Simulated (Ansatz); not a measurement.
ClGeH₂ISi

Input

```
crystal:
  periodic: [false, false, false]
  atoms:
    - {symbol: Cl, position_ang: [-2.396733, -1.668457, 0.912332]}
    - {symbol: Ge, position_ang: [0.367345, 0.528255, 2.231794]}
    - {symbol: I, position_ang: [1.693286, 2.203896, 0.719028]}
    - {symbol: Si, position_ang: [-1.019692, -0.194332, 0.266736]}
    - {symbol: H, position_ang: [-0.175392, -0.791021, -0.824637]}
    - {symbol: H, position_ang: [-1.801363, 0.950117, -0.315803]}
basis:
  gaussian: {orbitals: def2-TZVPD}
hamiltonian: {xc: pbe0}
output: {forces: true, orbitals: {seedname: orbitals}}
```

Run with:

```sh
ansatz run input.yaml --threads 2 --pin off --max-ram 4350MiB --events-out events.jsonl --progress --plain --runs-dir runs
```

Geometry: BLYP-D3(BJ)/def2-SVP; core potentials replace the inner electrons of I.

Level of theory: Ansatz 0.2.0, isolated molecule in a Gaussian basis; Kohn-Sham density functional theory, functional PBE0.

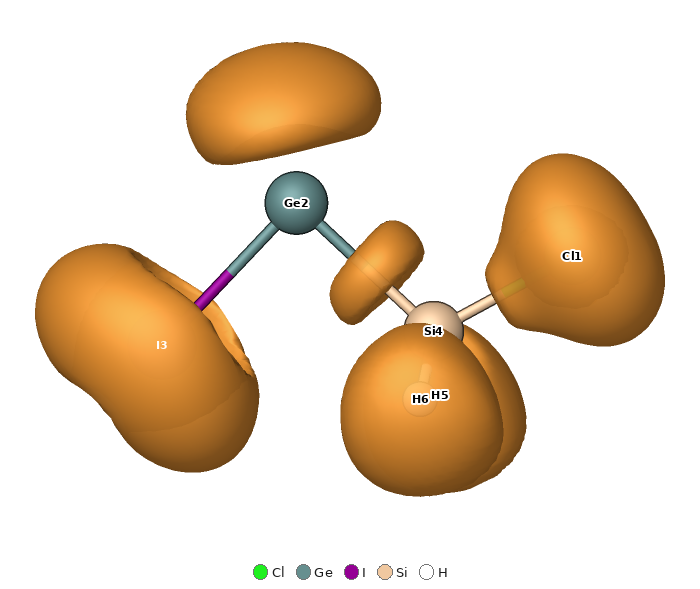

Figure 1. Isosurface of the ELF at 0.75 (orange), seen across its widest extent. Core shells and regions of very low density are left out.

> What do the ELF domains correspond to?

The ELF exceeds this value in one region between bonded Ge–Si atoms (shared pairs), two regions around hydrogen nuclei, one region on Cl in which the atom's valence shell and bonds are merged, one ring or bowl of non-bonding electrons around I and one lobe on Ge, pointing away from the bonds (lone pairs). Profiles from the grid: Si–Cl (2.12 Å): the ELF peaks at about 0.85 between the atoms (a shared but strongly polarised pair). Si–Ge (2.51 Å): the ELF peaks at about 0.95 between the atoms: a shared electron pair.

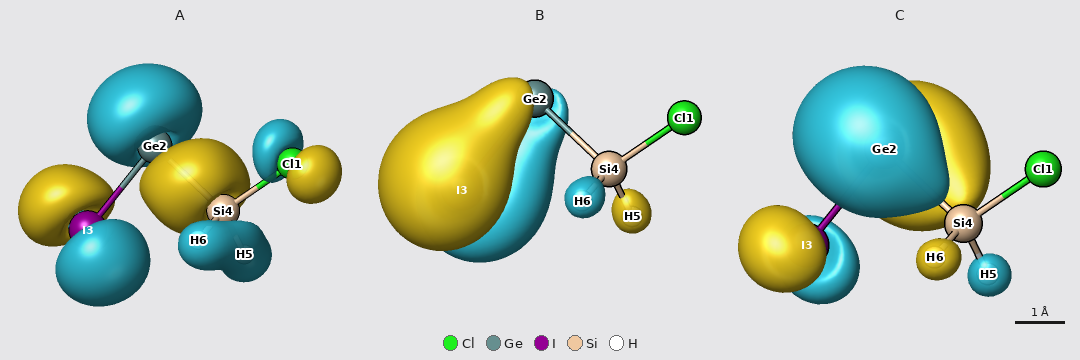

Figure 2. Three frontier orbitals at ±0.08 Å⁻³ᐟ² (yellow and cyan are the two phases), in no order.

> Which picture is the HOMO−1, the HOMO and the LUMO?

B is the HOMO−1 (−8.18 eV). By Hirshfeld shares it lies mainly on I3 (about 85 %) and Ge2 (about 10 %); largely a lone pair of I3. A is the HOMO (−6.79 eV). It lies mainly on Ge2 (about 40 %), I3 (about 30 %), Si4 (about 20 %) and Cl1 (about 5 %); π-antibonding (π*) across Ge2–I3. C is the LUMO (−3.71 eV). By Hirshfeld shares it lies mainly on Ge2 (about 75 %) and I3 (about 15 %).

> What is the HOMO–LUMO gap?

3.08 eV between the orbital energies.

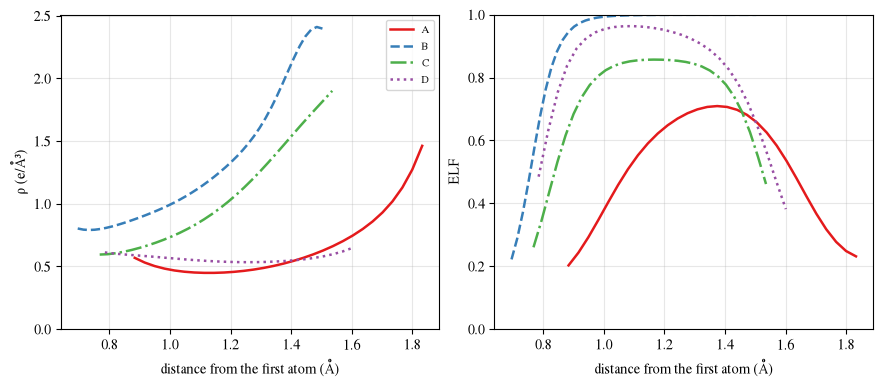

Figure 3. Electron density and electron localisation function along straight lines between neighbouring atoms. The curves leave out the atomic cores.

> Which curve belongs to which contact (Ge–I, Si–Cl, Si–Ge and Si–H)? The first atom named is at distance zero.

Curve A: Ge–I (2.62 Å): the density is about 0.49 e/Å³ at the midpoint; the ELF peaks at about 0.70 in the valence shell of I, 1.2 Å from its nucleus, and is about 0.70 at the midpoint. Curve B: Si–H (1.50 Å): the density is about 0.79 e/Å³ at the midpoint; the ELF climbs to about 1 towards the hydrogen, as it does in any bond to H. Curve C: Si–Cl (2.12 Å): the density is about 0.8 e/Å³ at the midpoint; the ELF peaks at about 0.85 between the atoms, as expected for a shared but strongly polarised pair. Curve D: Si–Ge (2.51 Å): ρ is about 0.53 e/Å³ halfway; the ELF peaks at about 0.95 between the atoms (a shared electron pair).

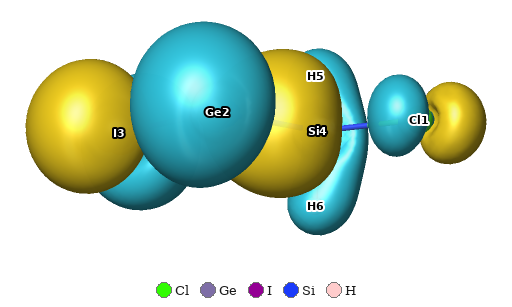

Figure 4. The HOMO at ±0.08 Å⁻³ᐟ² (yellow and cyan are the two phases), seen from one side.

> Where does this orbital lie, and at what energy?

By Hirshfeld shares it lies mainly on Ge2 (about 40 %), I3 (about 30 %), Si4 (about 20 %) and Cl1 (about 5 %); π-antibonding (π*) across Ge2–I3. Its energy is −6.79 eV.
